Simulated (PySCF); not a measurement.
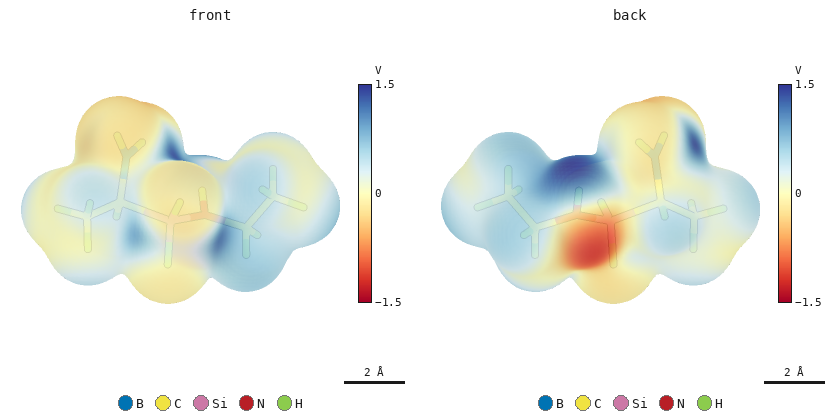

Figure. C$_{4}$H$_{14}$BNSi. The electrostatic potential painted on the density surface at 0.002 e/bohr³, seen from the front and from behind; the colour scale runs from red (negative) to blue (positive).

Geometry: GFN2-xTB.

Computed with PySCF, PBE0/pcSseg-1, SCF density, gas phase, non-relativistic.

Input

```
{"job": {"kind": "nmr", "xc": "PBE0", "basis": "pcSseg-1"}, "charge": 0, "multiplicity": 1}
B     -1.701722     0.625620     1.574306
C     -1.884601     0.569489     0.047178
C     -3.091301    -0.197944    -0.484420
Si    -0.286266    -0.324061    -0.549789
N      1.018475     0.758063    -0.299716
C      2.375330     0.458448    -0.690467
C      3.152493    -0.308158     0.376213
H     -2.151063    -0.213938     2.257029
H     -1.070667     1.482244     2.068419
H     -1.853168     1.549745    -0.433594
H     -4.013019     0.329369    -0.239039
H     -3.145253    -1.189203    -0.040808
H     -3.049239    -0.313029    -1.566809
H     -0.175032    -1.657419     0.074598
H     -0.369680    -0.527709    -2.003204
H      0.988695     1.357805     0.511725
H      2.895895     1.395833    -0.917226
H      2.325916    -0.133731    -1.605150
H      2.657358    -1.252271     0.587290
H      4.165530    -0.508270     0.036882
H      3.202400     0.270763     1.296110
```

Run with:

```sh
OMP_NUM_THREADS=1 python probes_run.py task.json out
```

Which sites attract a positive test charge, and which a negative one?

A positive charge is drawn to the negative regions and a negative charge to the positive ones. The most negative region (about −1.1 V) lies over N5, the most positive (about +1.4 V) over H16. N5 is the likeliest acceptor of a hydrogen bond.

How polar is the molecule by this calculation?

Its dipole moment is 0.89 D.
